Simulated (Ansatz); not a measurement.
## Moving the knobs of a GW run on Cs2AgAsF6 (Fm-3m)

Aim: change settings of a G0W0 run on Cs2AgAsF6 (Fm-3m) and see what moves.

Main program and level: Ansatz 0.2.0; G0W0 on PBE, plane waves, PAW; PAW set soft_1.

In doubt: one-shot GW on d or f shells is unsure, so the values of those runs are not to be relied on.

### Step 1. Starting point

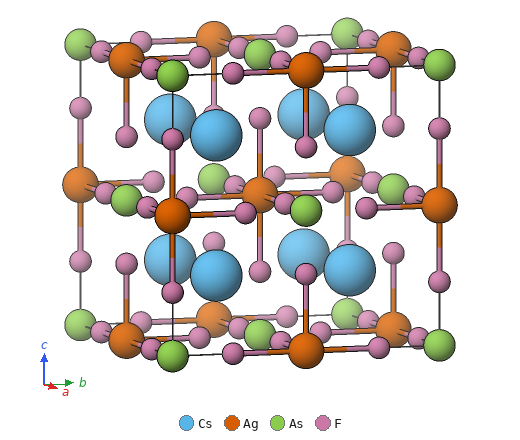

Start, viewed slightly off an axis; caesium blue, silver orange, arsenic green, fluorine pink. This picture shows the conventional cell, with its axes. Some periodic images of atoms are drawn too.

The cell and positions are those that the Materials Project relaxed with its own functionals (PBE, PBE+U or r2SCAN), kept fixed. Spin-orbit coupling is left out unless a step names it.

### Step 2. The base run: 2×2×2 mesh, 495 empty bands, screening to 108 eV, PAW set soft_1 files

G0W0 replaces the xc potential by the self-energy, built once from these orbitals. Only a window of levels is corrected, while the sums run over the empty bands that the input names. This step takes PAW set soft_1 files.

input.yaml reads:

```yaml
crystal:
  lattice:
    - [0.0, 4.5976094258, 4.5976094258]
    - [4.5976094258, 0.0, 4.5976094258]
    - [4.5976094258, 4.5976094258, 0.0]
  atoms:
    - { symbol: Cs, position: [0.75, 0.75, 0.75] }
    - { symbol: Cs, position: [0.25, 0.25, 0.25] }
    - { symbol: Ag, position: [0.5, 0.5, 0.5] }
    - { symbol: As, position: [0.0, 0.0, 0.0] }
    - { symbol: F, position: [0.77327897, 0.22672103, 0.22672103] }
    - { symbol: F, position: [0.22672103, 0.22672103, 0.77327897] }
    - { symbol: F, position: [0.22672103, 0.77327897, 0.77327897] }
    - { symbol: F, position: [0.22672103, 0.77327897, 0.22672103] }
    - { symbol: F, position: [0.77327897, 0.22672103, 0.77327897] }
    - { symbol: F, position: [0.77327897, 0.77327897, 0.22672103] }
kpoints:
  mp_grid: { grid: [2, 2, 2] }
hamiltonian:
  xc: pbe
  pseudopotentials: { kind: paw, azcp: { folder: soft_1 } }
scf:
  occupations: { method: fixed }
gw:
  n_empty_bands: 495
  ecut_chi: 108
  qp_bands: [v3, c3]
  qp_kpoints: band_edges
  screening: { model: contour_deformation }
```

Started as:

```
$ ansatz run input.yaml --threads 2 --pin off --max-ram 92160MiB --backend cuda --events-out ev --progress --plain --runs-dir out --devices 1 --max-vram 13GiB
```

Numbers of over 12 decimals in the logs are rounded to 6 here.

The program printed:

```text
GPUs: using 1 of 1 available (devices: 1).
Engine: ansatz 0.2.0, x86_64-unknown-linux-gnu
Pseudopotentials: kind: paw
Pseudopotential: Cs, paw, valence charge 9, recommended cutoff 420 eV (normal), soft_1/Cs.paw.azcp
Pseudopotential: Ag, paw, valence charge 19, recommended cutoff 420 eV (normal), soft_1/Ag.paw.azcp
Pseudopotential: As, paw, valence charge 15, recommended cutoff 420 eV (normal), soft_1/As.paw.azcp
Pseudopotential: F, paw, valence charge 7, recommended cutoff 420 eV (normal), soft_1/F.paw.azcp
Functional definition: PBE
  parameter kappa = 0.804
  parameter beta = 0.066725
  exchange = pbe_x(kappa = kappa, mu = beta*pi^2/3)
  correlation = pbe_c(beta = beta)
device memory: the entry about to start is reckoned to put 2.7 GiB on a device that reports 52.2 GiB free (of which the cap on the GPU budget leaves the run 13.0 GiB)
GPU FFT provider: cuFFT
GPU libraries: cuBLAS 13.8.2, cuFFT 12.4.0, cuSOLVER 12.3.4
Crystal: 10 atoms, lattice volume = 194.369 Å³
Basis set: ecut = 420 eV, 3839 PW (Γ)
Bands: 57, of which v1, the nominal top of the filled ones, is band 47 counted from 1 (46 counted from 0)
Symmetry: 48 space group operations
Space group: Fm-3m (ITA 225), of the structure as read, at distance tolerance 5.8e-5 Å
k-points: 3 of 8
Non-local potential: Cs, projectors of the file, l = 0: 3, l = 1: 2, l = 2: 2, l = 3: 2
Non-local potential: Ag, projectors of the file, l = 0: 3, l = 1: 2, l = 2: 2, l = 3: 1
Non-local potential: As, projectors of the file, l = 0: 2, l = 1: 2, l = 2: 3, l = 3: 1
Non-local potential: F, projectors of the file, l = 0: 2, l = 1: 2, l = 2: 1
PAW form: soft (Blöchl's): semilocal exchange-correlation on the pseudo side does not see the compensation charge
PAW one-centre angular grid: Cs, 194 points (default); XC on 64 Gauss nodes
PAW one-centre angular grid: Ag, 590 points (default); XC on 64 Gauss nodes
PAW one-centre angular grid: As, 590 points (default); XC on 64 Gauss nodes
PAW one-centre angular grid: F, 110 points (default); XC on 64 Gauss nodes
Initial density: superposition of atomic densities (chi_scale 0.1, normalization cell, long waves kept (reshape's long-wave potential 0.02 eV rms))
Initial wavefunctions: pseudopotential atomic-orbital guess
GPU buffer pool allocated for 91125 grid points (all kernels)
GPU transforms: local potential and band sums: pruned to the plane-wave sphere, on 45×45×45
Functional: x = pbe(κ = 0.804, μ = 0.219515), c = pbe(β = 0.066725)
SCF iter   1: F=—  HF=-28658.086114 eV  |F-HF|=—  |Δ(HF+E_count)|=         —  Δρ=1.66e-1  dr2=5.32e1  ethr=3.10e-3  ⟨swp⟩=4.7  Hψ=553  notcnv=0  defer=16
preconditioner: auto → Resta (q_TF=auto, 2.417 Å⁻¹)  ε∞=4.3  [insulator: Δε(μ)=1.523 eV  Ē_g=12.481 eV  n_scr=58 (ndim 8)  ℏωp=22.6 eV  f_vac=0.022  ε∞_Penn≈4.3]
[...]
NSCF: frozen V_eff on 1 k-points
device memory: the entry about to start is reckoned to put 1.2 GiB on a device that reports 44.7 GiB free (of which the cap on the GPU budget leaves the run 13.0 GiB)
NSCF: frozen V_eff on 1 k-points
SCF converged after 10 iterations
Free energy (F): -28643.765105 eV
Harris-Foulkes:  -28643.765105 eV  (|F-HF|=4.56e-8)
Internal energy: -28643.765105 eV  (E = F + TS)
E sigma→0 (E₀):  -28643.765105 eV
Fermi energy:    5.284977 eV
--- Per-component energies (eV) ---
  E_band       = -964.997838
  E_kinetic    = 2033.797330
  E_local      = -10487.667123  (includes V_loc(G=0)·N_el)
  E_nonlocal   = 211.079828
  E_hartree    = 4742.579758
  E_xc         = -1049.066309
  E_vxc        = -1140.214841  (∫ρ·V_xc dr)
  E_paw        = -17321.003789  (= ΣΔE_a)
  E_vpaw       = -1067.160786  (= ΣTr[D̂ρ^β])
  E_aug_tail   = 0.004467  (compensation charges beyond the density's cutoff)
  E_ewald      = -6773.489267
  E_smearing   = -0.000000  (= −TS)
  E_closure    = -0.000000  (closes the sum)
  Σ components = -28643.765105   (vs F -28643.765105, Δ=0.00e0)
--- Band table (eV) ---
  k-point 0: bands = [... 43 lower, 3.5161, 3.5161, 4.2104, 4.2104, 8.9579, 9.0243, 9.0243, 9.0243, ... 6 higher]
  k-point 1: bands = [... 43 lower, 3.5619, 3.9527, 3.9527, 4.2842, 7.7088, 9.9309, 9.9309, 11.0327, ... 6 higher]
  k-point 2: bands = [... 43 lower, 3.6264, 3.6264, 4.2126, 5.2850, 8.9342, 9.5234, 9.6876, 9.6876, ... 6 higher]
--- G₀W₀: contour deformation, 6 samples at zero and on the imaginary axis and 1 off it, 8 q-points, 495 empty bands' worth ---
  eigenvalues of the whole cell's RPA ε∞ on this k-mesh (on a slab, of 1 + 4πα/V) = 3.0505, 3.0505, 3.0505; static W/v taken at q = 0 is 0.327815
  bands read: the sum over 542 bands ends inside a degenerate multiplet in 1 slot, whose members it reads at an even weight; the widest, k=2: bands 542 to 543 (counted from 1) at 1/2 each
  gw.qp_kpoints: band_edges: 3 of 3 stored k-points solved, in 1 pass; an edge of the gap read off the rows below is read off those points alone
    ik  band        ε_KS         Σx   Σc(E_QP)       V_xc       Z   E_QP_lin       E_QP  E_QP is
     0    45      3.5161   -34.7919     5.3294   -27.9184  0.7386     1.8856     1.9721  root
     0    46      4.2104   -35.6410     5.2982   -28.9442  0.7438     2.7524     2.8117  root
     0    47      4.2104   -35.6410     5.2982   -28.9442  0.7438     2.7524     2.8117  root
     0    48      8.9579   -10.7934    -3.5556   -15.2821  0.7953     9.9137     9.8911  root
     0    49      9.0243   -10.0922    -3.5975   -14.6739  0.8025    10.0250    10.0085  root
     0    50      9.0243   -10.0922    -3.5975   -14.6739  0.8025    10.0250    10.0085  root
     1    45      3.9527   -35.1107     5.2691   -28.3950  0.7385     2.4424     2.5061  root
     1    46      3.9527   -35.1107     5.2691   -28.3950  0.7385     2.4424     2.5061  root
[...]
2    47      5.2850   -31.7522     3.9986   -26.8373  0.7592     4.3534     4.3688  root
     2    48      8.9342    -9.5180    -4.0394   -14.5292  0.7909     9.9376     9.9059  root
     2    49      9.5234   -12.1116    -3.4596   -16.6878  0.7903    10.6638    10.6401  root
     2    50      9.6876   -12.4516    -3.7401   -17.3715  0.7815    10.8970    10.8674  root
```

The job ended after 14 s (1 × NVIDIA H100 80GB HBM3 (shared by 6 runs) with 2 threads of AMD EPYC 7R13 (Zen 3), shared host; peak memory 1.4 GiB).

Reading the cycles: dr2 is the Hartree energy of the density residual (eV), the measure of convergence; HF is the Harris–Foulkes estimate of the energy, which meets the free energy F at convergence.

This step gave:

```
bands summed                                 : 542
RPA ε∞ on this mesh (eigenvalues)            : 3.051, 3.051, 3.051
plane waves in the screening matrix          : 531
q-points in the mesh                         : 8
G0W0 gap on the mesh                         : 4.210 eV
k of the valence top                         : 0, -0.5, -0.5
k of the conduction bottom                   : 0, 0, -0.5
starting gap on the mesh                     : 2.424 eV
Z at the valence top                         : 0.7592
Z at the conduction bottom                   : 0.8110
least direct G0W0 gap on the computed points : 5.101 eV
```

The gap on the mesh goes from 2.42 eV to 4.21 eV, a correction of +1.79 eV. Between the two edge states, bare exchange in place of the xc potential would open the gap by 9.68 eV, and correlation takes back 7.90 eV.

### Step 3. Variant: fewer bands

Edit input.yaml of step 2 so:

```diff
@@ -24,4 +24,4 @@
 gw:
-  n_empty_bands: 495
-  ecut_chi: 108
+  n_empty_bands: 88
+  ecut_chi: 60
   qp_bands: [v3, c3]
```

The program printed:

```text
GPUs: using 1 of 1 available (devices: 1).
[...]
GPU FFT provider: cuFFT
GPU libraries: cuBLAS 13.8.2, cuFFT 12.4.0, cuSOLVER 12.3.4
Crystal: 10 atoms, lattice volume = 194.369 Å³
Basis set: ecut = 420 eV, 3839 PW (Γ)
Bands: 57, of which v1, the nominal top of the filled ones, is band 47 counted from 1 (46 counted from 0)
[... 1 set-up line as in the run before ...]
[...]
k-points: 3 of 8
[...]
GPU buffer pool allocated for 91125 grid points (all kernels)
[...]
SCF iter   1: F=—  HF=-28658.086114 eV  |F-HF|=—  |Δ(HF+E_count)|=         —  Δρ=1.66e-1  dr2=5.32e1  ethr=3.10e-3  ⟨swp⟩=4.7  Hψ=553  notcnv=0  defer=16
[...]
SCF iter  10: F=-28643.765105 eV  HF=-28643.765105 eV  |F-HF|=4.56e-8  |Δ(HF+E_count)|=   9.15e-7  Δρ=3.55e-6  dr2=3.31e-8  ethr=1.06e-10  ⟨swp⟩=10.7  Hψ=834  notcnv=0
SCF 1 converged in 10 iterations: F = -28643.765105 eV  dr2 = 3.31e-8
[...]
NSCF: frozen V_eff on 3 k-points
[...]
G₀W₀ screening: q 1/3
[... further progress lines ...]
[...]
SCF converged after 10 iterations
Free energy (F): -28643.765105 eV
[...]
Internal energy: -28643.765105 eV  (E = F + TS)
E sigma→0 (E₀):  -28643.765105 eV
Fermi energy:    5.284977 eV
[...]
--- Band table (eV) ---
  k-point 0: bands = [... 43 lower, 3.5161, 3.5161, 4.2104, 4.2104, 8.9579, 9.0243, 9.0243, 9.0243, ... 6 higher]
  k-point 1: bands = [... 43 lower, 3.5619, 3.9527, 3.9527, 4.2842, 7.7088, 9.9309, 9.9309, 11.0327, ... 6 higher]
  k-point 2: bands = [... 43 lower, 3.6264, 3.6264, 4.2126, 5.2850, 8.9342, 9.5234, 9.6876, 9.6876, ... 6 higher]
[...]
0    45      3.5161   -34.7919     5.6617   -27.9184  0.7379     2.2547     2.3044  root
     0    46      4.2104   -35.6410     5.5804   -28.9442  0.7441     3.0573     3.0939  root
     0    47      4.2104   -35.6410     5.5804   -28.9442  0.7441     3.0573     3.0939  root
     0    48      8.9579   -10.7934    -3.0619   -15.2821  0.7973    10.4118    10.3848  root
     0    49      9.0243   -10.0922    -3.0684   -14.6739  0.8052    10.5830    10.5376  root
     0    50      9.0243   -10.0922    -3.0684   -14.6739  0.8052    10.5830    10.5376  root
     1    45      3.9527   -35.1107     5.5793   -28.3950  0.7383     2.7723     2.8163  root
     1    46      3.9527   -35.1107     5.5793   -28.3950  0.7383     2.7723     2.8163  root
[...]
2    47      5.2850   -31.7522     4.2719   -26.8373  0.7623     4.6345     4.6420  root
     2    48      8.9342    -9.5180    -3.4487   -14.5292  0.7925    10.5295    10.4967  root
     2    49      9.5234   -12.1116    -2.9818   -16.6878  0.7935    11.1754    11.1178  root
     2    50      9.6876   -12.4516    -3.2040   -17.3715  0.7847    11.4811    11.4035  root
```

Elapsed: 8.6 s, on 1 × NVIDIA H100 80GB HBM3 (shared by 6 runs) with 2 threads; peak memory 1.1 GiB.

Against the base:

```csv
setting,base,variant
empty bands,495,88
screening cutoff (eV),108,60
```

```csv
quantity,variant,base
starting gap on the mesh,2.424,2.424
G0W0 gap on the mesh,4.544,4.210
least direct G0W0 gap on the computed points,5.440,5.101
Z at the valence top,0.762,0.759
Z at the conduction bottom,0.813,0.811
```

### Step 4. Variant: other PAW set

This step: G0W0 on PBE, plane waves, PAW.

Edit input.yaml of step 3 so:

```diff
@@ -20,3 +20,3 @@
   xc: pbe
-  pseudopotentials: { kind: paw, azcp: { folder: soft_1 } }
+  pseudopotentials: { kind: paw, source: jth }
 scf:
@@ -24,4 +24,4 @@
 gw:
-  n_empty_bands: 88
-  ecut_chi: 60
+  n_empty_bands: 441
+  ecut_chi: 100
   qp_bands: [v3, c3]
```

The program printed:

```text
Warning: <dir> the checks of this Cs dataset prove no rule for summing its radial tables, as where they were carried onto another mesh than they were made on, and Gregory's rule is taken, under which a leading mesh point left out moves its sums only by what lay on the interval it spanned. That does not make them correct, and they differ from Quantum ESPRESSO's on this file; a re-export a fraction of a mesh step off can move them. hamiltonian.pseudopotentials.radial_quadrature: simpson_from_first_knot sums it by `pw.x`'s rule; on a PAW file no value gives `pw.x`'s numbers. What more to know: hamiltonian.pseudopotentials.radial_quadrature, in the input reference
Warning: <dir> the checks of this Ag dataset prove no rule for summing its radial tables, as where they were carried onto another mesh than they were made on, and Gregory's rule is taken, under which a leading mesh point left out moves its sums only by what lay on the interval it spanned. That does not make them correct, and they differ from Quantum ESPRESSO's on this file; a re-export a fraction of a mesh step off can move them. hamiltonian.pseudopotentials.radial_quadrature: simpson_from_first_knot sums it by `pw.x`'s rule; on a PAW file no value gives `pw.x`'s numbers. What more to know: hamiltonian.pseudopotentials.radial_quadrature, in the input reference
[...]
SCF 1 converged in 10 iterations: F = -25857.344169 eV  dr2 = 1.10e-8
[...]
G₀W₀ screening: q 1/3
[... further progress lines ...]
[...]
SCF converged after 10 iterations
Free energy (F): -25857.344169 eV
[...]
Internal energy: -25857.344169 eV  (E = F + TS)
E sigma→0 (E₀):  -25857.344169 eV
Fermi energy:    5.024705 eV
[...]
--- Band table (eV) ---
  k-point 0: bands = [... 39 lower, 3.2621, 3.2621, 3.9579, 3.9579, 8.6934, 8.7512, 8.7512, 8.7512, ... 6 higher]
  k-point 1: bands = [... 39 lower, 3.3078, 3.6996, 3.6996, 4.0165, 7.4386, 9.6607, 9.6607, 10.7698, ... 6 higher]
  k-point 2: bands = [... 39 lower, 3.3721, 3.3721, 3.9601, 5.0247, 8.6669, 9.2517, 9.4188, 9.4188, ... 6 higher]
[...]
0    41      3.2621   -34.7922     5.4149   -27.9139  0.7398     1.7211     1.7988  root
     0    42      3.9579   -35.6535     5.3804   -28.9511  0.7451     2.5816     2.6359  root
     0    43      3.9579   -35.6535     5.3804   -28.9511  0.7451     2.5816     2.6359  root
     0    44      8.6934   -10.7785    -3.4616   -15.2576  0.7954     9.7420     9.7109  root
     0    45      8.7512   -10.0627    -3.5410   -14.6434  0.8023     9.8096     9.7909  root
     0    46      8.7512   -10.0627    -3.5410   -14.6434  0.8023     9.8096     9.7909  root
     1    41      3.6996   -35.1127     5.3510   -28.3926  0.7397     2.2743     2.3305  root
     1    42      3.6996   -35.1127     5.3510   -28.3926  0.7397     2.2743     2.3305  root
[...]
2    43      5.0247   -31.7787     4.0833   -26.8513  0.7600     4.1677     4.1807  root
     2    44      8.6669    -9.5160    -3.9249   -14.5139  0.7914     9.7884     9.7398  root
     2    45      9.2517   -12.0834    -3.4049   -16.6569  0.7900    10.4470    10.4204  root
     2    46      9.4188   -12.4376    -3.6775   -17.3562  0.7810    10.6936    10.6598  root
```

The job ended after 20 s (1 × NVIDIA H100 80GB HBM3 (shared by 6 runs) with 2 threads; peak memory 2.6 GiB; 25 s of CPU time).

The G0W0 gap on the mesh is 4.229 eV.

Against the base:

```csv
setting,base,variant
files,PAW set soft_1,JTH PAW
empty bands,495,441
screening cutoff (eV),108,100
```

```csv
quantity,variant,base
starting gap on the mesh,2.414,2.424
G0W0 gap on the mesh,4.229,4.210
least direct G0W0 gap on the computed points,5.136,5.101
Z at the valence top,0.760,0.759
Z at the conduction bottom,0.811,0.811
```

### Step 5. Outcome

| Property | Result |
| --- | --- |
| base | 4.21 eV, 14 s |
| fewer bands | 4.54 eV, 8.6 s |
| other PAW set | 4.23 eV, 20 s |

**Reading.** Fewer bands: the gap moves by +0.33 eV; such settings are too crude to quote. The variant differs from the base in empty bands and screening cutoff together, so the change can't be laid to one of them. Other PAW set: the gap moves by +0.02 eV (the plane-wave cutoff goes from 420 to 1500 eV). The variant differs from the base in files, empty bands and screening cutoff together, so the change can't be laid to one of them. All runs here use a coarse mesh and modest cutoffs; they test settings and are not final values. The 2×2×2 mesh is coarse for this cell (its supercell is 13 Å along the shortest edge). The RPA ε∞ on it, from the PBE start, is 3.05; such meshes misread the long-range screening, most where the gap is narrow. A d shell, filled or nearly so, lies near the gap. One-shot GW converges very slowly in bands there, not always from below, and on a semilocal start the gap tends to come out low; starts rich in exact exchange can overshoot instead. The many-body steps are scalar-relativistic: spin-orbit coupling is not in them.

[Paths, hosts, dates, memory and timing lines, banners, echoed tables and standing remarks are left out of the program output.]

[Logs are printed without paths, hosts, clocks, repeated set-up lines and the standing remarks that a program may print on its own settings, such as how far it seeks lower states.]

[Runs of the session that timed out or met a known fault of the program may be left out.]

[Cells called generated may have been cut or substituted from an entry of the Crystallography Open Database or the Materials Project.]

[Hosts, paths, dates, database ids (printed as entryN), source tags and the programs' standing remarks are cut or masked in the printed files.]
